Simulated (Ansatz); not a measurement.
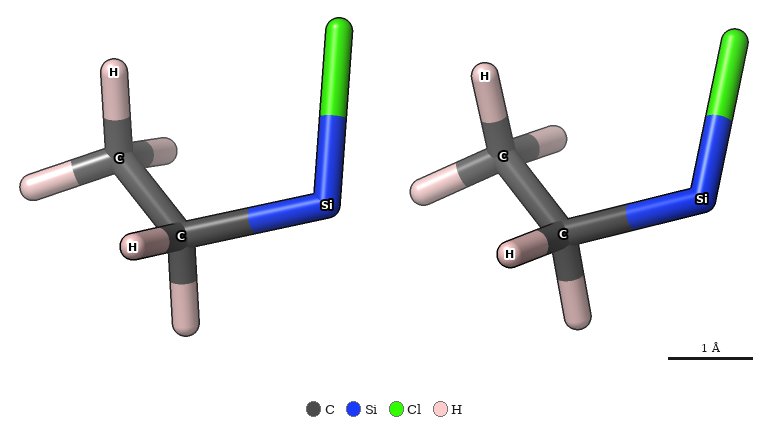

Two geometries of C2H5ClSi, drawn at one scale. One is the start of a relaxation, the other its converged end. The picture is a stick view, seen at a tilt.

Computed with RKS PBE0-D4/def2-TZVP in Ansatz. Set-up: force threshold 0.005 eV/Å; at most 150 steps.

**Which of the two is the end point?**

The right one is the relaxed one. The start comes from PBE-D4/def2-SVP. The atom that moves furthest after the best rigid fit is the Cl atom (0.35 Å). Largest moves by element: Cl 0.35 Å, H 0.21 Å, Si 0.18 Å, C 0.05 Å. Near-neighbour distances that change, for instance: Cl–Si 2.126 → 2.091 Å, C–Si 1.919 → 1.893 Å, C–H 1.124 → 1.103 Å, C–H 1.108 → 1.092 Å. Among the angles between lasting bonds that change: Si–C–H 100.1° → 103.0°, Si–C–H 105.2° → 103.0°. Over 22 accepted moves (26 points after the start) the energy falls by 4.01 kJ/mol. The largest force component goes from 0.53 to 0.0014 eV/Å. The line search rejected the trial steps at points 5, 11, 16, 18 of the run. The forces were under the threshold at step 6, but the run went on from there. The run took roughly 4 core-minutes on a shared host.
